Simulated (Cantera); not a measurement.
A closed system holds: 1 mol HBr, a varied amount of H2, held at 1023.15 K and 560 Pa.

These are equilibrium values from Cantera (NASA tables, ideal gas, pure condensed phases), not measurements of a reactor. Candidate condensed phases: Br2; 5 gas species. Kinetics and transport are ignored.

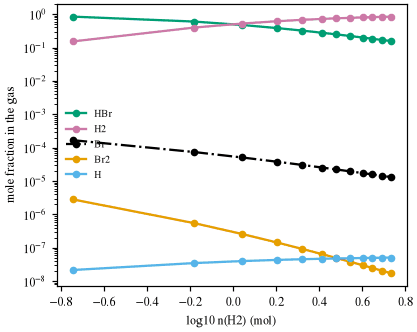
Figure. Equilibrium gas composition (values under 1e-9 drawn at 1e-9)

From 0.18 mol H2 to 5.4 mol H2 nothing is condensed.
